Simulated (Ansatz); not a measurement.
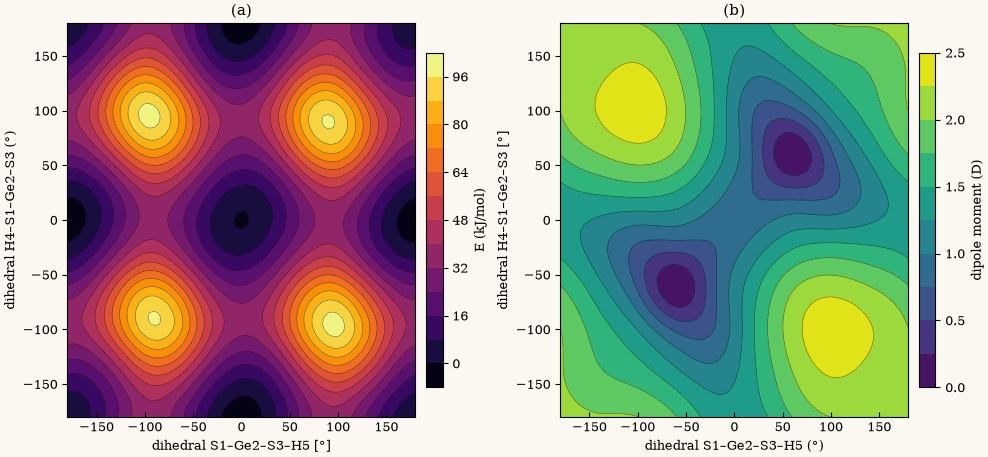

GeH2S2, SMILES [SH][Ge][SH]. 
- Coordinates scanned: (1) dihedral S1–Ge2–S3–H5; (2) dihedral H4–S1–Ge2–S3.
- Nothing is relaxed (all other coordinates rigid).
- The grid has 9 × 9 points; 25 points were computed and 56 follow by symmetry.
- All energies are given in kJ/mol relative to the relaxed molecule at the same level.
- Level of theory: Ansatz 0.2.0, RKS wB97X-V/def2-SVP.

Panel (a) is the energy and panel (b) the computed dipole moment on the same grid.

The picture shows filled contours. Between grid points the surface is interpolated.

How does the dipole moment vary over the map, and what is it at the lowest grid point?

Leaving out the highest fifth of the energies, it runs from 0.03 D at dihedral S1–Ge2–S3–H5 = −60°, dihedral H4–S1–Ge2–S3 = −60° to 2.18 D at dihedral S1–Ge2–S3–H5 = −140°, dihedral H4–S1–Ge2–S3 = 140°. At the lowest grid point, dihedral S1–Ge2–S3–H5 = −180°, dihedral H4–S1–Ge2–S3 = −20°, it is 1.38 D.
